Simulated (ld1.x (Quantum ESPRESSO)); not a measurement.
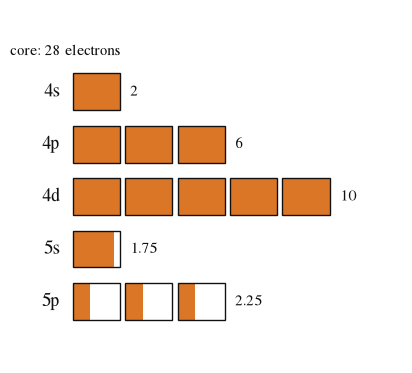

*The valence shells of the reference configuration: a box for each of the 2l + 1 orbitals, shaded by the share of the shell that is filled, with the electron count at the right. The shells are those of the unaltered input.*

Run report: Sn, pseudopotential generation

Tin (Sn, Z = 50), core [Ar] 3d10, reference valence 4s2 4p6 4d10 5s1.75 5p2.25, valence charge 22. (This line and the method describe the unaltered input from which the odd one was made.) Computed at this level: TM potential, LDA (PZ), scalar-relativistic, made with ld1.x (Quantum ESPRESSO) 7.5.

**Input**
```
 &input
   title='Sn', zed=50., rel=1, dft='PZ', iswitch=3,
   config='[Kr] 4d10 5s1.75 5p2.25',
   nld=3, rlderiv=1.85, eminld=-12.0, emaxld=5.0, deld=0.04
 /
 &inputp
   pseudotype=2, tm=.true., lloc=0,
   nlcc=.false.,
   file_pseudopw='Sn.UPF', file_wfcaegen='ae.wfc', file_wfcncgen='nc.wfc', file_beta='beta', file_chi='chi'
 /
3
4P  2  1   6.00   0.00  0.90  0.90  0.0
4D  3  2  10.00   0.00  1.70  1.70  0.0
4S  2  0   2.00   0.00  0.95  0.95  0.0
 &test
   configts(1)='4s2 4p6 4d10 5s1.75 5p2.25'
 /
```

Command:
```bash
ld1.x < Sn.in > Sn.out
```

**The program's output**
```
     Program LD1 v.7.5
     --------------------------- All-electron run ----------------------------

     Sn
     scalar relativistic calculation

     atomic number is 50.00
     dft =PZ   lsd =0 sic =0 latt =0  beta=0.20 tr2=1.0E-14
     Exchange-correlation= PZ
                           (   1   1   0   0   0   0   0)
     mesh =1243 r(mesh) = 100.78374 a.u. xmin = -7.00 dx = 0.01250
     1 Ry =  13.60569312 eV, c = 137.03599908

     n l     nl                  e(Ry)          e(Ha)          e(eV)
     1 0     1S 1( 2.00)     -2130.0320     -1065.0160    -28980.5616
     2 0     2S 1( 2.00)      -321.6503      -160.8252     -4376.2759
     2 1     2P 1( 6.00)      -288.9254      -144.4627     -3931.0299
     3 0     3S 1( 2.00)       -62.0543       -31.0271      -844.2912
     3 1     3P 1( 6.00)       -51.3594       -25.6797      -698.7808
     4 0     4S 1( 2.00)        -9.8521        -4.9261      -134.0449
     4 1     4P 1( 6.00)        -6.6111        -3.3055       -89.9480
     3 2     3D 1(10.00)       -34.8449       -17.4224      -474.0887
     4 2     4D 1(10.00)        -1.9311        -0.9656       -26.2742
     5 0     5S 1( 1.75)        -0.8116        -0.4058       -11.0422
     5 1     5P 1( 2.25)        -0.2964        -0.1482        -4.0326

     final scf error:  6.0E-15 reached in  41 iterations

     Etot =  -12343.603657 Ry,   -6171.801828 Ha, -167943.283386 eV

     Ekin =   12884.482019 Ry,    6442.241010 Ha,  175302.308403 eV
     Encl =  -29858.524419 Ry,  -14929.262210 Ha, -406245.920356 eV
     Eh   =    4949.164613 Ry,    2474.582306 Ha,   67336.814939 eV
     Exc  =    -318.725870 Ry,    -159.362935 Ha,   -4336.486371 eV

     normalization and overlap integrals

     s(1S/1S) =  1.000000  <r> =   0.0291  <r2> =    0.0011  r(max) =   0.0188
     s(2S/2S) =  1.000000  <r> =   0.1256  <r2> =    0.0186  r(max) =   0.1068
     s(2P/2P) =  1.000000  <r> =   0.1096  <r2> =    0.0147  r(max) =   0.0853
     s(3S/3S) =  1.000000  <r> =   0.3399  <r2> =    0.1321  r(max) =   0.3090
     s(3P/3P) =  1.000000  <r> =   0.3381  <r2> =    0.1327  r(max) =   0.3013
     s(4S/4S) =  1.000000  <r> =   0.8183  <r2> =    0.7583  r(max) =   0.7412
     s(4P/4P) =  1.000000  <r> =   0.8857  <r2> =    0.8975  r(max) =   0.7890
     s(3D/3D) =  1.000000  <r> =   0.3148  <r2> =    0.1177  r(max) =   0.2498
     s(4D/4D) =  1.000000  <r> =   1.1001  <r2> =    1.4417  r(max) =   0.8829
     s(5S/5S) =  1.000000  <r> =   2.3740  <r2> =    6.4418  r(max) =   1.9897
     s(5P/5P) =  1.000000  <r> =   3.1912  <r2> =   11.9147  r(max) =   2.5231

     ------------------------ End of All-electron run ------------------------

     --------------------- Generating NC pseudopotential ---------------------

      Generating local pot.: lloc=0, matching radius rcloc =   0.9500

      Wfc   4P  rcut= 0.894  Using Troullier-Martins method

      Wfc   4D  rcut= 1.713  Using Troullier-Martins method

     ------------------- End of pseudopotential generation -------------------

     --------------------------- All-electron run ----------------------------

     Sn
     scalar relativistic calculation

     atomic number is 50.00
     dft =PZ   lsd =0 sic =0 latt =0  beta=0.20 tr2=1.0E-14
     Exchange-correlation= PZ
                           (   1   1   0   0   0   0   0)
     mesh =1243 r(mesh) = 100.78374 a.u. xmin = -7.00 dx = 0.01250
     1 Ry =  13.60569312 eV, c = 137.03599908

     n l     nl                  e(Ry)          e(Ha)          e(eV)
     1 0     1S 1( 2.00)     -2130.0320     -1065.0160    -28980.5616
     2 0     2S 1( 2.00)      -321.6503      -160.8252     -4376.2759
     2 1     2P 1( 6.00)      -288.9254      -144.4627     -3931.0299
     3 0     3S 1( 2.00)       -62.0543       -31.0271      -844.2912
     3 1     3P 1( 6.00)       -51.3594       -25.6797      -698.7808
     4 0     4S 1( 2.00)        -9.8521        -4.9261      -134.0449
     4 1     4P 1( 6.00)        -6.6111        -3.3055       -89.9480
     3 2     3D 1(10.00)       -34.8449       -17.4224      -474.0887
     4 2     4D 1(10.00)        -1.9311        -0.9656       -26.2742
     5 0     5S 1( 1.75)        -0.8116        -0.4058       -11.0422
     5 1     5P 1( 2.25)        -0.2964        -0.1482        -4.0326

     final scf error:  6.0E-15 reached in  41 iterations

     Etot =  -12343.603657 Ry,   -6171.801828 Ha, -167943.283386 eV

     Ekin =   12884.482019 Ry,    6442.241010 Ha,  175302.308403 eV
     Encl =  -29858.524419 Ry,  -14929.262210 Ha, -406245.920356 eV
     Eh   =    4949.164613 Ry,    2474.582306 Ha,   67336.814939 eV
     Exc  =    -318.725870 Ry,    -159.362935 Ha,   -4336.486371 eV

     normalization and overlap integrals

     s(1S/1S) =  1.000000  <r> =   0.0291  <r2> =    0.0011  r(max) =   0.0188
     s(2S/2S) =  1.000000  <r> =   0.1256  <r2> =    0.0186  r(max) =   0.1068
     s(2P/2P) =  1.000000  <r> =   0.1096  <r2> =    0.0147  r(max) =   0.0853
     s(3S/3S) =  1.000000  <r> =   0.3399  <r2> =    0.1321  r(max) =   0.3090
     s(3P/3P) =  1.000000  <r> =   0.3381  <r2> =    0.1327  r(max) =   0.3013
     s(4S/4S) =  1.000000  <r> =   0.8183  <r2> =    0.7583  r(max) =   0.7412
     s(4P/4P) =  1.000000  <r> =   0.8857  <r2> =    0.8975  r(max) =   0.7890
     s(3D/3D) =  1.000000  <r> =   0.3148  <r2> =    0.1177  r(max) =   0.2498
     s(4D/4D) =  1.000000  <r> =   1.1001  <r2> =    1.4417  r(max) =   0.8829
     s(5S/5S) =  1.000000  <r> =   2.3740  <r2> =    6.4418  r(max) =   1.9897
     s(5P/5P) =  1.000000  <r> =   3.1912  <r2> =   11.9147  r(max) =   2.5231

     ------------------------ End of All-electron run ------------------------

     Computing logarithmic derivative in   1.85753
     Computing logarithmic derivative in   1.85753
     Computing the partial wave expansion
       no projector for channel:   0
     R is outside the sphere for l=    1 j= 0.00
     R is outside the sphere for l=    2 j= 0.00

     ---------------------- Testing the pseudopotential ----------------------

     Sn
     scalar relativistic calculation

     atomic number is 50.00   valence charge is 22.00
     dft =PZ   lsd =0 sic =0 latt =0  beta=0.20 tr2=1.0E-14
     mesh =1243 r(mesh) = 100.78374 xmin = -7.00 dx = 0.01250

     n l     nl             e AE (Ry)        e PS (Ry)    De AE-PS (Ry)
     1 0     4S   1( 2.00)       -9.85212       -9.85229        0.00017
     2 1     4P   1( 6.00)       -6.61106       -6.61124        0.00018
     3 2     4D   1(10.00)       -1.93112       -1.93113        0.00001
     2 0     5S   1( 1.75)       -0.81159       -0.83352        0.02194  !
     3 1     5P   1( 2.25)       -0.29639       -0.30273        0.00634  !

     eps = 4.0E-15  iter = 17

     Etot =  -12343.603657 Ry,   -6171.801828 Ha, -167943.283386 eV
     Etotps =  -425.758688 Ry,    -212.879344 Ha,   -5792.742059 eV

     Ekin =     153.723686 Ry,      76.861843 Ha,    2091.517299 eV
     Encl =    -886.187088 Ry,    -443.093544 Ha,  -12057.189567 eV
     Ehrt =     355.895140 Ry,     177.947570 Ha,    4842.200065 eV
     Ecxc =     -34.782088 Ry,     -17.391044 Ha,    -473.234422 eV
     Epseu=     -14.408339 Ry,      -7.204169 Ha,    -196.035436 eV

     ---------------------- End of pseudopotential test ----------------------
```

**Outcome**

- outcome: generated; the pseudo-atom misses its reference levels by up to 0.30 eV (5s, which has no pseudo-wave of its own)
- reference test: the pseudo-atom misses its own reference levels by up to 0.30 eV
- hardware: 1 CPU thread, shared host
- wall time: 0.62 s

**What is odd here**

The input is odd on purpose: pseudo principal number of 4S raised by one. The program ran to the end. The all-electron atom is untouched: its total energy equals that from the unaltered input (−12343.6037 Ry). The pseudo-atom's energy and levels in the reference configuration are also those from the unaltered input, so the oddity leaves no trace there. The pseudo-atom misses the all-electron 5s level by 0.022 Ry, much as with the unaltered input. No test for ghost states or cutoffs was run on this potential, so its soundness isn't shown.
